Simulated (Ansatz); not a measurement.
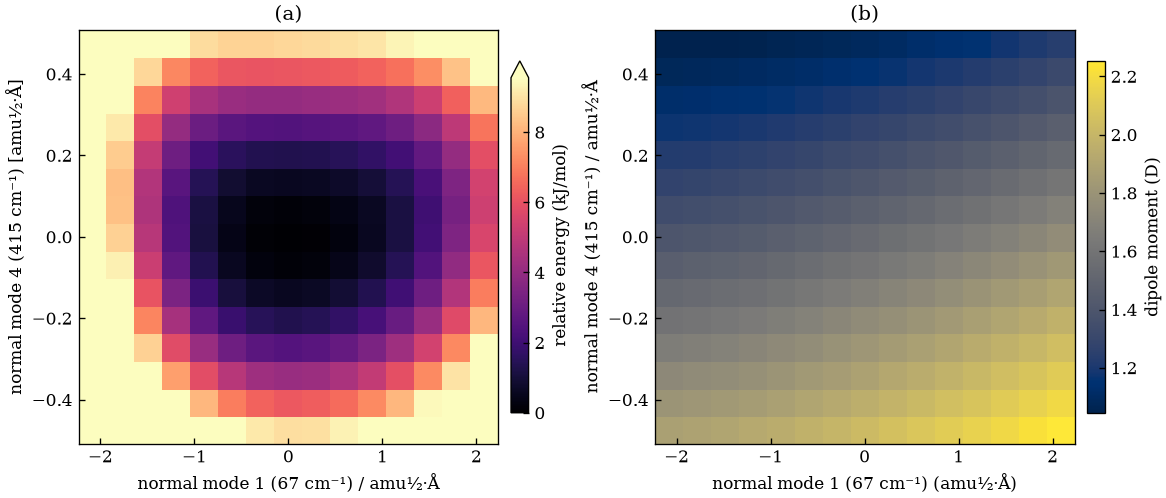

H2OSZn, SMILES O[S][ZnH]. The first coordinate is: normal mode 1 (67 cm⁻¹); the second: normal mode 4 (415 cm⁻¹). Nothing is relaxed (straight displacements along the two mass-weighted modes). The scan uses a 15 × 15 grid. Energies are in kJ/mol, from the lowest grid point. The calculation used RKS PBE-D4/def2-SVP in Ansatz 0.2.0.

Panel (a) is the energy; panel (b) is the computed dipole moment, in D.

Drawn: one coloured cell a grid point, one colour for all values above the top of the scale.

**How does the dipole moment vary over the map, and what is it at the lowest grid point?**

Leaving out the highest fifth of the energies, it runs from 1.05 D at normal mode 1 (67 cm⁻¹) = −1.191 amu½·Å, normal mode 4 (415 cm⁻¹) = 0.475 amu½·Å to 2.11 D at normal mode 1 (67 cm⁻¹) = 1.489 amu½·Å, normal mode 4 (415 cm⁻¹) = −0.407 amu½·Å. At the lowest grid point, normal mode 1 (67 cm⁻¹) = 0.000 amu½·Å, normal mode 4 (415 cm⁻¹) = 0.000 amu½·Å, it is 1.54 D.
